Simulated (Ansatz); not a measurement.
Formation energy of the bound charge states of Zr on the Al site + N vacancy in wurtzite AlN (start: the Al site; N 1.90 Å away; 96-site cell, 2×2×2 shifted sampling) against the Fermi level, N-rich (Δμ(Al) = -2.74 eV, Δμ(N) = 0.00 eV, Δμ(Zr) = -3.46 eV, bounded by rock-salt ZrN; only phases computed here count, gases as isolated molecules at 0 K). Computed with PBE, PAW (plane waves to 420 eV; Ansatz, an electronic-structure program).

Set-up: 96-site cell; 2×2×2 shifted k-points; host gap 4.03 eV; charged states image-corrected; corrections pass 1 eV, so highly charged states may be off by several tenths; flagged in the runs: a host whose relaxation on this sampling wasn't shown to rest.

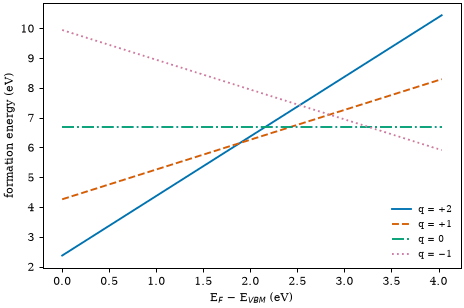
Fig. 1. Formation energy of each charge state against the Fermi level

Crossings of the lowest lines: (+2/+1) at 1.89 eV; (+1/0) at 2.44 eV; (0/−1) at 3.24 eV. At the valence-band maximum: q = +2: 2.37 eV; q = +1: 4.26 eV; q = 0: 6.70 eV; q = −1: 9.94 eV.
